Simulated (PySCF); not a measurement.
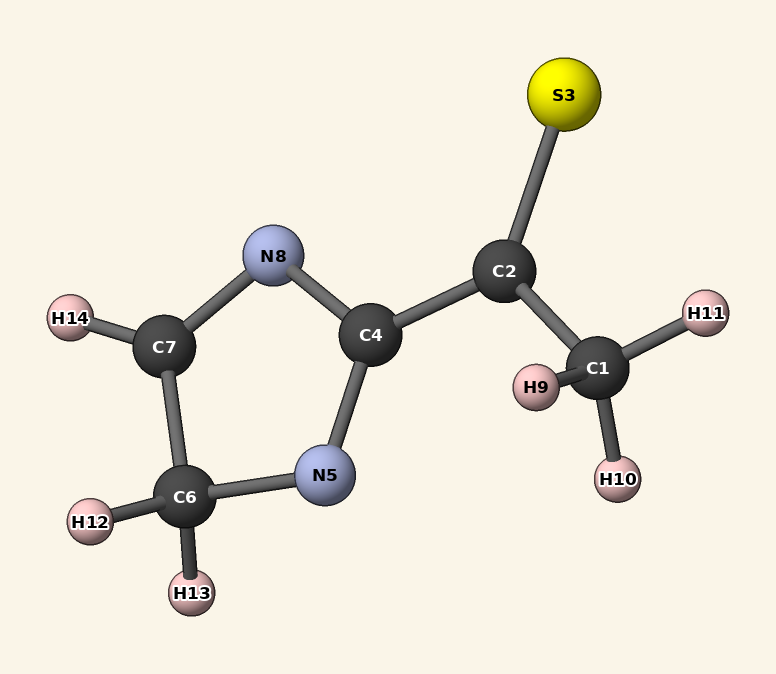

The questions are on Mulliken spin populations. Charge −1, doublet. The geometry was computed by an optimisation with GFN2-xTB. No frequency run is at hand to confirm it as a minimum. Level of theory: UKS B3LYP, pcH-1 on C H N S, non-relativistic (PySCF 2.14.0).

### Which atom carries the largest spin population?

S3, N5 (0.35 e).

### Which atom has the lowest spin population?

C6 (−0.04 e); a negative value comes from spin polarisation.

Give the Mulliken spin populations atom by atom.

```
atom  value (e)
  C1      −0.02
  C2       0.20
  S3       0.35
  C4       0.02
  N5       0.35
  C6      −0.04
  C7       0.05
  N8      −0.02
  H9       0.01
 H10       0.01
 H11       0.00
 H12       0.04
 H13       0.04
 H14       0.00
```

Mulliken values depend strongly on the basis set.
